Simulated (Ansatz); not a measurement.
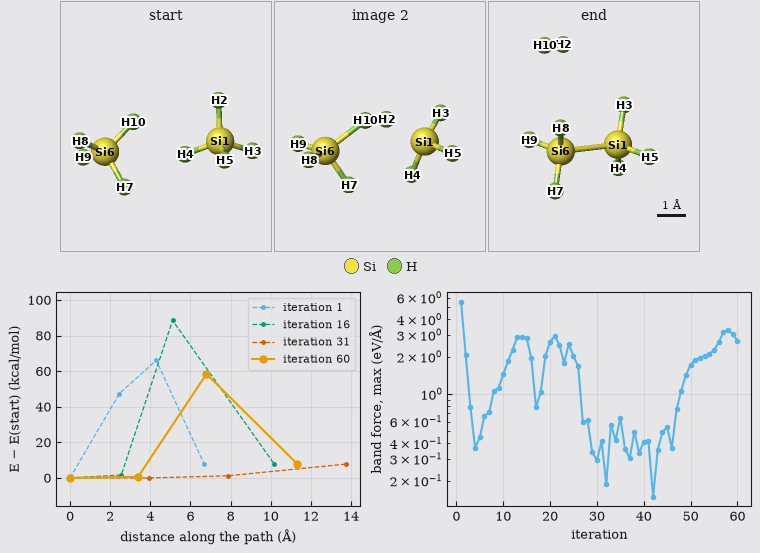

A nudged-elastic-band calculation for Si2H8, made up at the start of SiH₄ and SiH4. Images are numbered from 0 (start) to 3 (end). The plot follows the band through its iterations. A ball-and-stick model, seen at a tilt.

The calculation used RKS B3LYP/def2-SVP (Ansatz). Run with 2 movable images; climbing image; force threshold 0.05 eV/Å; iteration limit 60; starting path through a guess of the saddle point.

Did the band converge, and can the barrier be trusted?

Answer. The result isn't final. The band hadn't converged when the run stopped after 60 iterations. The largest component of the band force went from 5.6 to 2.7 eV/Å. The barrier read from it is provisional: over the last two iterations the highest image moved from 43.9 kcal/mol to 58.4 kcal/mol. So few images resolve the path coarsely. The first iteration put the highest image at 66.1 kcal/mol. Forward barrier 58.4 kcal/mol, backward barrier 50.6 kcal/mol, with image 2 at the top; the reaction energy is +7.8 kcal/mol.

Limits of the set-up: the start holds two separate molecules, 3.4 Å apart at their closest, whose relative position is a soft coordinate and is computed without a dispersion correction.

The run took 120 s on 1 thread of Intel(R) Xeon(R) 6975P-C (Granite Rapids), on a shared host, peak memory 0.17 GiB.
